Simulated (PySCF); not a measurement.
# Nitrogen: the same states on changed settings

These states were run before on sound settings. What differs here: initial guess sap, at most 50 SCF cycles. What does it move?

Program: PySCF 2.14.0. Level of theory: unrestricted determinants in a Gaussian basis, no spin-orbit coupling in the energies. These are calculated values, not measurements, unless marked.

6 further runs of the same task are left out: 6 that didn't finish.

## Step 1: Starting point

```
Element                                   : nitrogen (Z = 7)
Basis                                     : cc-pVDZ-DK
Hamiltonian                               : the spin-free X2C one-electron Hamiltonian (Gaussian nucleus)
State 1                                   : N⁺: [He] 2s2 2p2, high-spin 3P determinant
State 2                                   : N²⁺: [He] 2s2 2p1, 2P determinant
Methods                                   : UHF, TPSS, M06-L, MP2, CCSD(T)
Core shells frozen in the correlated runs : valence: 1s2 (for N⁺)
```

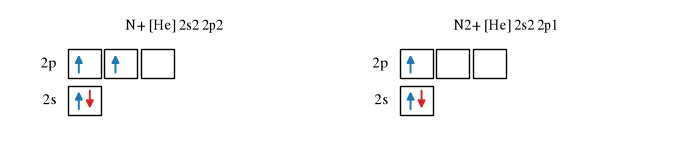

Occupation of the outer shells (arrows by Hund's rule).

The sound run (cc-pVDZ-DK, scalar relativity by spin-free X2C-1e, symmetry-adapted start, fine grid, valence correlation) gave:

| species | method | energy (hartree) |
| --- | --- | --- |
| N⁺ | UHF | -53.90990 |
| N⁺ | TPSS | -54.09348 |
| N⁺ | M06-L | -54.07332 |
| N⁺ | MP2 (valence) | -53.96381 |
| N⁺ | CCSD(T) (valence) | -53.98640 |
| N²⁺ | UHF | -52.83536 |
| N²⁺ | TPSS | -52.99471 |
| N²⁺ | M06-L | -52.97490 |
| N²⁺ | MP2 (valence) | -52.88112 |
| N²⁺ | CCSD(T) (valence) | -52.91016 |

The runs were made by one driver on top of PySCF. The scripts below sum up each run's settings (the driver also hands on starting orbitals that pick excited configurations, and frozen orbitals as a list rather than a count), and the logs come from the driver's own runs.

The driver's launch:

```console
> OMP_NUM_THREADS=1 python atomrun2.py TASK.json OUT
```

The integrals over 14 functions and the set-up took 0.01 s of CPU time.

## Step 2: Changed run, N⁺, method by method

UHF:

input.py

```python
from pyscf import gto, scf, dft, mp, cc
import basis_set_exchange as bse
mol = gto.M(atom="N 0 0 0", charge=1, spin=2, symmetry="D2h",
            basis=gto.basis.parse(bse.get_basis("cc-pVDZ-DK", elements=["N"], fmt="nwchem", header=False)),
            nucmod="G")
mf = scf.UHF(mol).sfx2c1e()
mf.irrep_nelec = {'Ag': (2, 2), 'B1u': (1, 0), 'B2u': (1, 0)}
mf.init_guess = "sap"
mf.max_cycle = 50
mf.kernel()
```

Standard output:

```text
damping factor = 0
level_shift factor = 0
DIIS = <class 'pyscf.scf.diis.CDIIS'>
diis_start_cycle = 1
diis_space = 10
diis_damp = 0
SCF conv_tol = 1e-09
SCF conv_tol_grad = None
number electrons alpha = 4  beta = 2
irrep_nelec {'Ag': (2, 2), 'B1g': (0, 0), 'B2g': (0, 0), 'B3g': (0, 0), 'B1u': (1, 0), 'B2u': (1, 0), 'B3u': (0, 0)}
alpha HOMO (B2u) = -0.557254101363705  LUMO (B3u) = -1.00109860040385

WARN: HOMO -0.557254101363705 >= LUMO -1.00109860040385

cycle= 1 E= -53.8817404759215  delta_E= -0.16  |g|= 0.195  |ddm|= 2.11
alpha HOMO (B2u) = -1.13117181474115  LUMO (B3u) = -0.519357052427264
  HOMO = -1.13117181474  LUMO = -0.519357052427  gap/eV = 16.64833
cycle= 2 E= -53.907617707689  delta_E= -0.0259  |g|= 0.0537  |ddm|= 0.475
alpha HOMO (B2u) = -1.10803642286165  LUMO (B3u) = -0.459026553439596
  HOMO = -1.10803642286  LUMO = -0.45902655344  gap/eV = 17.66046
cycle= 3 E= -53.9097837437635  delta_E= -0.00217  |g|= 0.0116  |ddm|= 0.233
alpha HOMO (B2u) = -1.11594763954618  LUMO (B3u) = -0.462951627467727
  HOMO = -1.11594763955  LUMO = -0.462951627468  gap/eV = 17.76893
cycle= 4 E= -53.9099004247587  delta_E= -0.000117  |g|= 0.00137  |ddm|= 0.0685
alpha HOMO (B2u) = -1.115939980266  LUMO (B3u) = -0.462893250412886
  HOMO = -1.11593998027  LUMO = -0.462893250413  gap/eV = 17.77031
cycle= 5 E= -53.9099017880705  delta_E= -1.36e-06  |g|= 0.000104  |ddm|= 0.00833
alpha HOMO (B2u) = -1.11590535074131  LUMO (B3u) = -0.462871881238102
  HOMO = -1.11590535074  LUMO = -0.462871881238  gap/eV = 17.76995
cycle= 6 E= -53.9099017941041  delta_E= -6.03e-09  |g|= 2.9e-06  |ddm|= 0.000515
alpha HOMO (B2u) = -1.11590645517555  LUMO (B3u) = -0.462872985623756
  HOMO = -1.11590645518  LUMO = -0.462872985624  gap/eV = 17.76995
cycle= 7 E= -53.9099017941081  delta_E= -3.94e-12  |g|= 2.38e-07  |ddm|= 5.19e-06
converged SCF energy = -53.9099017941081  <S^2> = 2.0055372  2S+1 = 3.0036892
```

Time after the integrals: 0.06 s (1 thread of Neoverse-V1, shared host).

The occupied shells:

| shell | electrons | mean orbital energy (eV) | spread (eV) | rms radius (bohr) |
| --- | --- | --- | --- | --- |
| 1s α | 1 | -444.70 | 0 | 0.265 |
| 1s β | 1 | -442.64 | 0 | 0.265 |
| 2s α | 1 | -44.241 | 0 | 1.39 |
| 2s β | 1 | -35.679 | 0 | 1.39 |
| 2p α | 2 | -30.365 | 0 | 1.40 |

⟨S²⟩ = 2.006, ⟨L²⟩ = 2.01.

TPSS:

input.py, as changed from the run before:

```diff
@@ -5,3 +5,3 @@
             nucmod="G")
-mf = scf.UHF(mol).sfx2c1e()
+mf = dft.UKS(mol, xc="TPSS").sfx2c1e()
 mf.irrep_nelec = {'Ag': (2, 2), 'B1u': (1, 0), 'B2u': (1, 0)}
```

Standard output:

```text
damping factor = 0
level_shift factor = 0
DIIS = <class 'pyscf.scf.diis.CDIIS'>
diis_start_cycle = 1
diis_space = 10
diis_damp = 0
SCF conv_tol = 1e-09
SCF conv_tol_grad = None
number electrons alpha = 4  beta = 2
irrep_nelec {'Ag': (2, 2), 'B1g': (0, 0), 'B2g': (0, 0), 'B3g': (0, 0), 'B1u': (1, 0), 'B2u': (1, 0), 'B3u': (0, 0)}
XC functionals = TPSS
    J. Tao, J. P. Perdew, V. N. Staroverov, and G. E. Scuseria.,  Phys. Rev. Lett. 91, 146401 (2003)
    J. P. Perdew, J. Tao, V. N. Staroverov, and G. E. Scuseria.,  J. Chem. Phys. 120, 6898 (2004)
    J. Tao, J. P. Perdew, V. N. Staroverov, and G. E. Scuseria.,  Phys. Rev. Lett. 91, 146401 (2003)
    J. P. Perdew, J. Tao, V. N. Staroverov, and G. E. Scuseria.,  J. Chem. Phys. 120, 6898 (2004)
alpha HOMO (B1u) = -0.873350836804674  LUMO (B3u) = -0.870310512153821

WARN: HOMO -0.873350836804674 >= LUMO -0.873930466959304

cycle= 1 E= -54.0851916795443  delta_E= -0.158  |g|= 0.127  |ddm|= 2.69
alpha HOMO (B2u) = -0.787842210597333  LUMO (B3u) = -0.74690720294217
  HOMO = -0.787842210597  LUMO = -0.746907202942  gap/eV = 1.11390
cycle= 2 E= -54.0927197569717  delta_E= -0.00753  |g|= 0.0361  |ddm|= 0.651
alpha HOMO (B2u) = -0.825575216975508  LUMO (B3u) = -0.779393353890497
  HOMO = -0.825575216976  LUMO = -0.77939335389  gap/eV = 1.25667
cycle= 3 E= -54.093469008271  delta_E= -0.000749  |g|= 0.00541  |ddm|= 0.148
alpha HOMO (B1u) = -0.821387916611991  LUMO (B3u) = -0.773930739230551
  HOMO = -0.821387916612  LUMO = -0.773930739231  gap/eV = 1.29138
cycle= 4 E= -54.0934847301429  delta_E= -1.57e-05  |g|= 7.17e-05  |ddm|= 0.0213
alpha HOMO (B2u) = -0.821438301218878  LUMO (B3u) = -0.773931149540806
  HOMO = -0.821438301219  LUMO = -0.773931149541  gap/eV = 1.29274
cycle= 5 E= -54.0934847327073  delta_E= -2.56e-09  |g|= 2.26e-06  |ddm|= 0.000145
alpha HOMO (B1u) = -0.821438798560713  LUMO (B3u) = -0.773930920895476
  HOMO = -0.821438798561  LUMO = -0.773930920895  gap/eV = 1.29276
cycle= 6 E= -54.0934847327108  delta_E= -3.47e-12  |g|= 2.04e-08  |ddm|= 1.41e-05
converged SCF energy = -54.0934847327108  <S^2> = 2.0023547  2S+1 = 3.0015694
```

It took 0.2 s on 1 thread of Neoverse-V1, shared host, the integrals not counted.

M06-L:

input.py, as changed from the run before:

```diff
@@ -5,3 +5,3 @@
             nucmod="G")
-mf = dft.UKS(mol, xc="TPSS").sfx2c1e()
+mf = dft.UKS(mol, xc="M06L").sfx2c1e()
 mf.irrep_nelec = {'Ag': (2, 2), 'B1u': (1, 0), 'B2u': (1, 0)}
```

Standard output:

```text
damping factor = 0
level_shift factor = 0
DIIS = <class 'pyscf.scf.diis.CDIIS'>
diis_start_cycle = 1
diis_space = 10
diis_damp = 0
SCF conv_tol = 1e-09
SCF conv_tol_grad = None
number electrons alpha = 4  beta = 2
irrep_nelec {'Ag': (2, 2), 'B1g': (0, 0), 'B2g': (0, 0), 'B3g': (0, 0), 'B1u': (1, 0), 'B2u': (1, 0), 'B3u': (0, 0)}
XC functionals = M06L
    Y. Zhao and D. G. Truhlar.,  J. Chem. Phys. 125, 194101 (2006)
    Y. Zhao and D. G. Truhlar.,  J. Chem. Phys. 125, 194101 (2006)
    Y. Zhao and D. G. Truhlar.,  Theor. Chem. Acc. 120, 215 (2008)
alpha HOMO (B2u) = -0.843201508938674  LUMO (B3u) = -0.87224548394619

WARN: HOMO -0.843201508938674 >= LUMO -0.87224548394619

cycle= 1 E= -54.0670327700265  delta_E= -0.156  |g|= 0.109  |ddm|= 2.56
alpha HOMO (B2u) = -0.81186086583523  LUMO (B3u) = -0.744819965562919
  HOMO = -0.811860865835  LUMO = -0.744819965563  gap/eV = 1.82428
cycle= 2 E= -54.0731170738097  delta_E= -0.00608  |g|= 0.0166  |ddm|= 0.529
alpha HOMO (B2u) = -0.834838223722213  LUMO (B3u) = -0.761933832979535
  HOMO = -0.834838223722  LUMO = -0.76193383298  gap/eV = 1.98383
cycle= 3 E= -54.0733106037719  delta_E= -0.000194  |g|= 0.00397  |ddm|= 0.0734
alpha HOMO (B1u) = -0.830315415077096  LUMO (B3u) = -0.756817870363535
  HOMO = -0.830315415077  LUMO = -0.756817870364  gap/eV = 1.99997
cycle= 4 E= -54.0733197190894  delta_E= -9.12e-06  |g|= 0.000178  |ddm|= 0.0198
alpha HOMO (B2u) = -0.830481583050909  LUMO (B3u) = -0.75703876930754
  HOMO = -0.830481583051  LUMO = -0.757038769308  gap/eV = 1.99848
cycle= 5 E= -54.0733197402306  delta_E= -2.11e-08  |g|= 8.34e-06  |ddm|= 0.00086
alpha HOMO (B1u) = -0.830479293996481  LUMO (B3u) = -0.757044996722589
  HOMO = -0.830479293996  LUMO = -0.757044996723  gap/eV = 1.99825
cycle= 6 E= -54.0733197402687  delta_E= -3.81e-11  |g|= 2.72e-07  |ddm|= 3.22e-05
converged SCF energy = -54.0733197402687  <S^2> = 2.0037228  2S+1 = 3.0024809
```

It took 0.17 s on 1 thread of Neoverse-V1, shared host, the integrals not counted.

MP2 (valence):

input.py, as changed from the run before:

```diff
@@ -5,3 +5,3 @@
             nucmod="G")
-mf = dft.UKS(mol, xc="M06L").sfx2c1e()
+mf = scf.UHF(mol).sfx2c1e()
 mf.irrep_nelec = {'Ag': (2, 2), 'B1u': (1, 0), 'B2u': (1, 0)}
@@ -10 +10,2 @@
 mf.kernel()
+mp.UMP2(mf, frozen=1).kernel()
```

No log was kept for this step.

Time after the integrals: 0.01 s (1 thread of Neoverse-V1, shared host).

With 4 electrons correlated, the MP2 correlation energy is -0.05391 hartree (-0.00864 same spin, -0.04527 opposite spin); the SCS form gives -0.05720. Largest pairs of shells: 2s-2p -0.0315, 2s-2s -0.0172, 2p-2p -0.0052.

CCSD(T) (valence):

input.py, as changed from the run before:

```diff
@@ -10,2 +10,3 @@
 mf.kernel()
-mp.UMP2(mf, frozen=1).kernel()
+mycc = cc.CCSD(mf, frozen=1).run()
+mycc.ccsd_t()
```

Standard output:

```text
CC2 = 0
CCSD nocc = (np.int64(3), np.int64(1)), nmo = (13, 13)
frozen orbitals [[0], [0]]
max_cycle = 100
direct = 0
conv_tol = 1e-08
conv_tol_normt = 1e-06
diis_space = 8
diis_start_cycle = 0
Init t2, MP2 energy = -0.0539102408192173
Init E_corr(UCCSD) = -0.0539102408192538
cycle = 1  E_corr(UCCSD) = -0.0681619751574771  dE = -0.0142517343  norm(t1,t2) = 0.0413458
cycle = 2  E_corr(UCCSD) = -0.072625523587051  dE = -0.00446354843  norm(t1,t2) = 0.0179187
cycle = 3  E_corr(UCCSD) = -0.0758163527132796  dE = -0.00319082913  norm(t1,t2) = 0.00879003
cycle = 4  E_corr(UCCSD) = -0.0757374527932013  dE = 7.88999201e-05  norm(t1,t2) = 0.00105053
cycle = 5  E_corr(UCCSD) = -0.0757498759771704  dE = -1.2423184e-05  norm(t1,t2) = 0.000145287
cycle = 6  E_corr(UCCSD) = -0.0757450533110039  dE = 4.82266617e-06  norm(t1,t2) = 1.9449e-05
cycle = 7  E_corr(UCCSD) = -0.0757471330226291  dE = -2.07971163e-06  norm(t1,t2) = 4.69324e-06
cycle = 8  E_corr(UCCSD) = -0.0757465124080797  dE = 6.20614549e-07  norm(t1,t2) = 1.69678e-06
cycle = 9  E_corr(UCCSD) = -0.0757465064677871  dE = 5.94029255e-09  norm(t1,t2) = 1.23911e-07
UCCSD converged
E(UCCSD) = -53.98564830057586  E_corr = -0.07574650646778713
UCCSD(T) correction = -0.000752379594111573
```

Time after the integrals: 0.08 s (1 thread of Neoverse-V1, shared host).

CCSD correlation -0.07575 hartree, triples -0.00075; total -53.986401. T1 = 0.006, largest double amplitude 0.124.

## Step 3: Changed run, N²⁺

UHF:

input.py

```python
from pyscf import gto, scf, dft, mp, cc
import basis_set_exchange as bse
mol = gto.M(atom="N 0 0 0", charge=2, spin=1, symmetry="D2h",
            basis=gto.basis.parse(bse.get_basis("cc-pVDZ-DK", elements=["N"], fmt="nwchem", header=False)),
            nucmod="G")
mf = scf.UHF(mol).sfx2c1e()
mf.irrep_nelec = {'Ag': (2, 2), 'B2u': (1, 0)}
mf.init_guess = "sap"
mf.max_cycle = 50
mf.kernel()
```

Standard output:

```text
damping factor = 0
level_shift factor = 0
DIIS = <class 'pyscf.scf.diis.CDIIS'>
diis_start_cycle = 1
diis_space = 10
diis_damp = 0
SCF conv_tol = 1e-09
SCF conv_tol_grad = None
number electrons alpha = 3  beta = 2
irrep_nelec {'Ag': (2, 2), 'B1g': (0, 0), 'B2g': (0, 0), 'B3g': (0, 0), 'B1u': (0, 0), 'B2u': (1, 0), 'B3u': (0, 0)}
alpha HOMO (B2u) = -1.84077506635489  LUMO (B1u) = -1.84077506634339

WARN: HOMO -1.84077506635489 >= LUMO -1.84077506635489

cycle= 1 E= -52.8233967475586  delta_E= -1.91  |g|= 0.157  |ddm|= 3.32
alpha HOMO (B2u) = -1.72997146485616  LUMO (B1u) = -1.01347551934804
  HOMO = -1.72997146486  LUMO = -1.01347551935  gap/eV = 19.49685
cycle= 2 E= -52.8349987557351  delta_E= -0.0116  |g|= 0.0274  |ddm|= 0.736
alpha HOMO (B2u) = -1.76256030461525  LUMO (B1u) = -1.03940299983181
  HOMO = -1.76256030462  LUMO = -1.03940299983  gap/eV = 19.67811
cycle= 3 E= -52.8353551236373  delta_E= -0.000356  |g|= 0.00302  |ddm|= 0.111
alpha HOMO (B2u) = -1.76302203314309  LUMO (B1u) = -1.03790511481527
  HOMO = -1.76302203314  LUMO = -1.03790511482  gap/eV = 19.73144
cycle= 4 E= -52.835360115182  delta_E= -4.99e-06  |g|= 0.000308  |ddm|= 0.00976
alpha HOMO (B2u) = -1.76298642680217  LUMO (B1u) = -1.03765950100364
  HOMO = -1.7629864268  LUMO = -1.037659501  gap/eV = 19.73715
cycle= 5 E= -52.83536018137  delta_E= -6.62e-08  |g|= 4.81e-05  |ddm|= 0.00158
alpha HOMO (B2u) = -1.76300438333637  LUMO (B1u) = -1.0376663208457
  HOMO = -1.76300438334  LUMO = -1.03766632085  gap/eV = 19.73745
cycle= 6 E= -52.8353601830228  delta_E= -1.65e-09  |g|= 5.8e-07  |ddm|= 0.000315
alpha HOMO (B2u) = -1.76300415936647  LUMO (B1u) = -1.03766597461456
  HOMO = -1.76300415937  LUMO = -1.03766597461  gap/eV = 19.73746
cycle= 7 E= -52.835360183023  delta_E= -1.71e-13  |g|= 6.48e-08  |ddm|= 2.06e-06
converged SCF energy = -52.835360183023  <S^2> = 0.7537643  2S+1 = 2.0037608
```

Time after the integrals: 0.05 s (1 thread of Neoverse-V1, shared host).

The occupied shells:

| shell | electrons | mean orbital energy (eV) | spread (eV) | rms radius (bohr) |
| --- | --- | --- | --- | --- |
| 1s α | 1 | -467.34 | 0 | 0.264 |
| 1s β | 1 | -466.12 | 0 | 0.264 |
| 2s α | 1 | -58.809 | 0 | 1.30 |
| 2s β | 1 | -54.193 | 0 | 1.30 |
| 2p α | 1 | -47.974 | 0 | 1.25 |

⟨S²⟩ = 0.754, ⟨L²⟩ = 2.01.

TPSS:

input.py, as changed from the run before:

```diff
@@ -5,3 +5,3 @@
             nucmod="G")
-mf = scf.UHF(mol).sfx2c1e()
+mf = dft.UKS(mol, xc="TPSS").sfx2c1e()
 mf.irrep_nelec = {'Ag': (2, 2), 'B2u': (1, 0)}
```

Standard output:

```text
damping factor = 0
level_shift factor = 0
DIIS = <class 'pyscf.scf.diis.CDIIS'>
diis_start_cycle = 1
diis_space = 10
diis_damp = 0
SCF conv_tol = 1e-09
SCF conv_tol_grad = None
number electrons alpha = 3  beta = 2
irrep_nelec {'Ag': (2, 2), 'B1g': (0, 0), 'B2g': (0, 0), 'B3g': (0, 0), 'B1u': (0, 0), 'B2u': (1, 0), 'B3u': (0, 0)}
XC functionals = TPSS
    J. Tao, J. P. Perdew, V. N. Staroverov, and G. E. Scuseria.,  Phys. Rev. Lett. 91, 146401 (2003)
    J. P. Perdew, J. Tao, V. N. Staroverov, and G. E. Scuseria.,  J. Chem. Phys. 120, 6898 (2004)
    J. Tao, J. P. Perdew, V. N. Staroverov, and G. E. Scuseria.,  Phys. Rev. Lett. 91, 146401 (2003)
    J. P. Perdew, J. Tao, V. N. Staroverov, and G. E. Scuseria.,  J. Chem. Phys. 120, 6898 (2004)
alpha HOMO (B2u) = -2.20436857434976  LUMO (B1u) = -2.20436857433885

WARN: HOMO -2.20436857434976 >= LUMO -2.20436857434976

cycle= 1 E= -52.9556698977903  delta_E= -1.92  |g|= 0.265  |ddm|=  4.2
alpha HOMO (B2u) = -1.37864007204568  LUMO (B1u) = -1.30846531842279
  HOMO = -1.37864007205  LUMO = -1.30846531842  gap/eV = 1.90955
cycle= 2 E= -52.9936760834151  delta_E= -0.038  |g|= 0.0441  |ddm|= 1.87
alpha HOMO (B2u) = -1.45133307439669  LUMO (B1u) = -1.37323398408767
  HOMO = -1.4513330744  LUMO = -1.37323398409  gap/eV = 2.12518
cycle= 3 E= -52.9947076872254  delta_E= -0.00103  |g|= 0.00189  |ddm|= 0.225
alpha HOMO (B2u) = -1.45081923975889  LUMO (B1u) = -1.371354843529
  HOMO = -1.45081923976  LUMO = -1.37135484353  gap/eV = 2.16234
cycle= 4 E= -52.9947093398147  delta_E= -1.65e-06  |g|= 2.07e-05  |ddm|= 0.00512
alpha HOMO (B2u) = -1.45084569343038  LUMO (B1u) = -1.37137330183973
  HOMO = -1.45084569343  LUMO = -1.37137330184  gap/eV = 2.16255
cycle= 5 E= -52.9947093400055  delta_E= -1.91e-10  |g|= 3.1e-07  |ddm|= 2.48e-05
converged SCF energy = -52.9947093400055  <S^2> = 0.75182818  2S+1 = 2.0018273
```

Time after the integrals: 0.17 s (1 thread of Neoverse-V1, shared host).

M06-L:

input.py, as changed from the run before:

```diff
@@ -5,3 +5,3 @@
             nucmod="G")
-mf = dft.UKS(mol, xc="TPSS").sfx2c1e()
+mf = dft.UKS(mol, xc="M06L").sfx2c1e()
 mf.irrep_nelec = {'Ag': (2, 2), 'B2u': (1, 0)}
```

Standard output:

```text
damping factor = 0
level_shift factor = 0
DIIS = <class 'pyscf.scf.diis.CDIIS'>
diis_start_cycle = 1
diis_space = 10
diis_damp = 0
SCF conv_tol = 1e-09
SCF conv_tol_grad = None
number electrons alpha = 3  beta = 2
irrep_nelec {'Ag': (2, 2), 'B1g': (0, 0), 'B2g': (0, 0), 'B3g': (0, 0), 'B1u': (0, 0), 'B2u': (1, 0), 'B3u': (0, 0)}
XC functionals = M06L
    Y. Zhao and D. G. Truhlar.,  J. Chem. Phys. 125, 194101 (2006)
    Y. Zhao and D. G. Truhlar.,  J. Chem. Phys. 125, 194101 (2006)
    Y. Zhao and D. G. Truhlar.,  Theor. Chem. Acc. 120, 215 (2008)
alpha HOMO (B2u) = -2.17919343657783  LUMO (B1u) = -2.17919343656682

WARN: HOMO -2.17919343657783 >= LUMO -2.17919343657783

cycle= 1 E= -52.9505904037036  delta_E= -1.93  |g|= 0.214  |ddm|= 4.01
alpha HOMO (B2u) = -1.39428756270605  LUMO (B1u) = -1.28731253835941
  HOMO = -1.39428756271  LUMO = -1.28731253836  gap/eV = 2.91094
cycle= 2 E= -52.9747493852902  delta_E= -0.0242  |g|= 0.0179  |ddm|= 1.43
alpha HOMO (B2u) = -1.45317512647857  LUMO (B1u) = -1.33793854327314
  HOMO = -1.45317512648  LUMO = -1.33793854327  gap/eV = 3.13575
cycle= 3 E= -52.9748998202825  delta_E= -0.00015  |g|= 0.00117  |ddm|= 0.0702
alpha HOMO (B2u) = -1.45288411339888  LUMO (B1u) = -1.33646397362617
  HOMO = -1.4528841134  LUMO = -1.33646397363  gap/eV = 3.16795
cycle= 4 E= -52.9749006037776  delta_E= -7.83e-07  |g|= 7.39e-05  |ddm|= 0.00385
alpha HOMO (B2u) = -1.45283323831886  LUMO (B1u) = -1.33639100760762
  HOMO = -1.45283323832  LUMO = -1.33639100761  gap/eV = 3.16855
cycle= 5 E= -52.9749006068887  delta_E= -3.11e-09  |g|= 4.74e-06  |ddm|= 0.000475
alpha HOMO (B2u) = -1.45283515431341  LUMO (B1u) = -1.33639501239361
  HOMO = -1.45283515431  LUMO = -1.33639501239  gap/eV = 3.16850
cycle= 6 E= -52.9749006069023  delta_E= -1.36e-11  |g|= 2.13e-07  |ddm|= 3.62e-05
converged SCF energy = -52.9749006069023  <S^2> = 0.75208382  2S+1 = 2.0020827
```

Time after the integrals: 0.17 s (1 thread of Neoverse-V1, shared host).

MP2 (valence):

input.py, as changed from the run before:

```diff
@@ -5,3 +5,3 @@
             nucmod="G")
-mf = dft.UKS(mol, xc="M06L").sfx2c1e()
+mf = scf.UHF(mol).sfx2c1e()
 mf.irrep_nelec = {'Ag': (2, 2), 'B2u': (1, 0)}
@@ -10 +10,2 @@
 mf.kernel()
+mp.UMP2(mf, frozen=1).kernel()
```

No log was kept for this step.

Time after the integrals: 0.01 s (1 thread of Neoverse-V1, shared host).

With 3 electrons correlated, the MP2 correlation energy is -0.04576 hartree (-0.00232 same spin, -0.04344 opposite spin); the SCS form gives -0.05290. Largest pairs of shells: 2s-2s -0.0296, 2s-2p -0.0162, 2p-2p 0.0000.

CCSD(T) (valence):

input.py, as changed from the run before:

```diff
@@ -10,2 +10,3 @@
 mf.kernel()
-mp.UMP2(mf, frozen=1).kernel()
+mycc = cc.CCSD(mf, frozen=1).run()
+mycc.ccsd_t()
```

Standard output:

```text
CC2 = 0
CCSD nocc = (np.int64(2), np.int64(1)), nmo = (13, 13)
frozen orbitals [[0], [0]]
max_cycle = 100
direct = 0
conv_tol = 1e-08
conv_tol_normt = 1e-06
diis_space = 8
diis_start_cycle = 0
Init t2, MP2 energy = -0.0457582150783687
Init E_corr(UCCSD) = -0.0457582150783705
cycle = 1  E_corr(UCCSD) = -0.061929409828478  dE = -0.0161711948  norm(t1,t2) = 0.0535845
cycle = 2  E_corr(UCCSD) = -0.0685157279292357  dE = -0.0065863181  norm(t1,t2) = 0.0257237
cycle = 3  E_corr(UCCSD) = -0.0743404513922681  dE = -0.00582472346  norm(t1,t2) = 0.0128653
cycle = 4  E_corr(UCCSD) = -0.0742317351248883  dE = 0.000108716267  norm(t1,t2) = 0.000848774
cycle = 5  E_corr(UCCSD) = -0.0742645665127351  dE = -3.28313878e-05  norm(t1,t2) = 0.000105432
cycle = 6  E_corr(UCCSD) = -0.0742511179837422  dE = 1.3448529e-05  norm(t1,t2) = 2.34741e-05
cycle = 7  E_corr(UCCSD) = -0.0742553033403585  dE = -4.18535662e-06  norm(t1,t2) = 8.63219e-06
cycle = 8  E_corr(UCCSD) = -0.0742551664261723  dE = 1.36914186e-07  norm(t1,t2) = 7.13392e-07
cycle = 9  E_corr(UCCSD) = -0.0742551100131102  dE = 5.6413062e-08  norm(t1,t2) = 2.50188e-07
cycle = 10  E_corr(UCCSD) = -0.0742550558700499  dE = 5.41430603e-08  norm(t1,t2) = 1.24432e-07
cycle = 11  E_corr(UCCSD) = -0.0742550540384329  dE = 1.831617e-09  norm(t1,t2) = 5.18926e-09
UCCSD converged
E(UCCSD) = -52.9096152370614  E_corr = -0.07425505403843292
UCCSD(T) correction = -0.000541042556990243
```

Time after the integrals: 0.1 s (1 thread of Neoverse-V1, shared host).

CCSD correlation -0.07426 hartree, triples -0.00054; total -52.910156. T1 = 0.006, largest double amplitude 0.138.

## Step 4: What moved

| species | method | converged | energy less sound run (eV) |
| --- | --- | --- | --- |
| N⁺ | UHF | yes | -0.0000 |
| N⁺ | TPSS | yes | -0.0000 |
| N⁺ | M06-L | yes | -0.0000 |
| N⁺ | MP2 (valence) | yes | +0.0000 |
| N⁺ | CCSD(T) (valence) | yes | +0.0000 |
| N²⁺ | UHF | yes | -0.0000 |
| N²⁺ | TPSS | yes | +0.0000 |
| N²⁺ | M06-L | yes | -0.0000 |
| N²⁺ | MP2 (valence) | yes | +0.0000 |
| N²⁺ | CCSD(T) (valence) | yes | +0.0000 |

Ionisation energy of N⁺:

| method | sound run (eV) | changed run (eV) | shift (eV) |
| --- | --- | --- | --- |
| UHF | 29.240 | 29.240 | +0.000 |
| TPSS | 29.899 | 29.899 | +0.000 |
| M06-L | 29.890 | 29.890 | +0.000 |
| MP2 | 29.462 | 29.462 | -0.000 |
| SCS-MP2 | 29.357 | 29.357 | -0.000 |
| CCSD | 29.280 | 29.280 | +0.000 |
| CCSD(T) | 29.286 | 29.286 | -0.000 |

## Step 5: Summary of results

| quantity | value |
| --- | --- |
| change | initial guess sap, at most 50 SCF cycles |
| runs converged | 10 of 10 |
| largest shift of a converged total energy | 0.000 eV |
| largest shift of the ionisation energy | -0.000 eV (MP2) |

In words: The difference hardly moves. Here the plain start reaches the same solutions.
